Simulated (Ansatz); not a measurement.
# Leakage through LiF between Al(100) and Al(100): one more thickness

The current through thinner LiF barriers is known. What leaks through 5 layers at 0.25 V?

How it was computed: Ansatz 0.2.0, plane waves with PAW datasets, PBE; a slab with two metal leads whose outer parts are reservoirs, with density and current solved under bias (Landauer, 300 K). The LiF is strained to the lead's lattice, the interfaces are relaxed in a short slab (PBE+D3(BJ)), and bulk layers are laid on.

The runs, with one result withheld:

```tsv
layers of LiF	cell length (Å)	drop between the leads' cuts at 0.25 V (V)	current density at 0.25 V (A/m²)
1	66.22	0.230	9.87×10¹²
2	68.33	0.247	2.62×10¹¹
3	70.31	0.248	1.37×10¹⁰
5	74.30	0.248	?
```

**Estimate by hand.**

Deep in a barrier the current should fall by a fixed factor for each layer; the steps shown give 38 and 19 per layer. A straight line through ln J for 2 and 3 layers has the slope −2.953 per layer, a factor of 19; with about 1.98 Å per layer that is β = 1.5 Å⁻¹. Then J = exp(32.196 − 2.953 × 5). Predicted: 3.72×10⁷ A/m².

**The withheld run.**

2.51×10⁷ A/m², so the prediction is 48 % too high. From 3 to 5 layers the current falls by 23 per layer, against the fitted 19. The steps are uneven, so one factor describes this series only roughly.

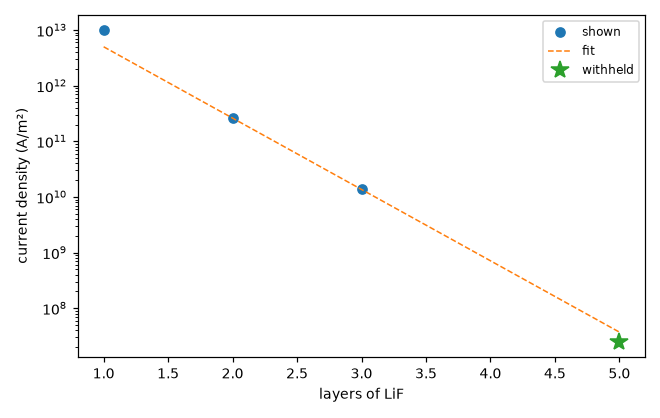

Current density against thickness.

**Limits.** On every other k-point the currents of these runs, at any bias, move by up to 34 %. A semilocal functional makes the barrier's gap too small; each thickness has its own relaxed interfaces. At 2, 3 and 5 layers the conductance at 0 V times the bias is 7.0, 29 and 36 times the current, a sign of narrow levels at zero bias or of coarse sampling.

[Logs are printed without paths, hosts, clocks, repeated set-up lines and the standing remarks that a program may print on its own settings, such as how far it seeks lower states.]
